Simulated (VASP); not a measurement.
Energy against volume of Cu$_{2}$O (cuprite). All values below come from AM05 GGA, VASP's PBE PAW potentials (set 64) (plane waves; VASP).

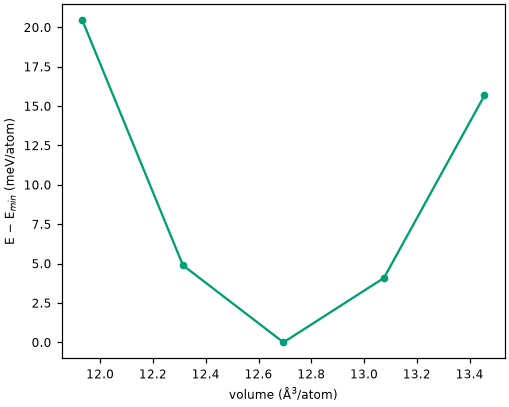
Figure. Energy against volume

Task: Estimate the equilibrium volume and the bulk modulus.

Result: The minimum lies near 12.7 Å³/atom, and the curvature gives B0 of about 120 GPa.

Measured: a 4.276 Å at 15 K (computed value off by -0.8 %), as given by Leila H. N. Rimmer et al., Physical Review B (2014), arXiv:1402.1026. The calculation is for a static lattice, while the measured a holds thermal and zero-point effects, which are part of the difference.

The compound is Cu2O in the cuprite structure. It was relaxed first.
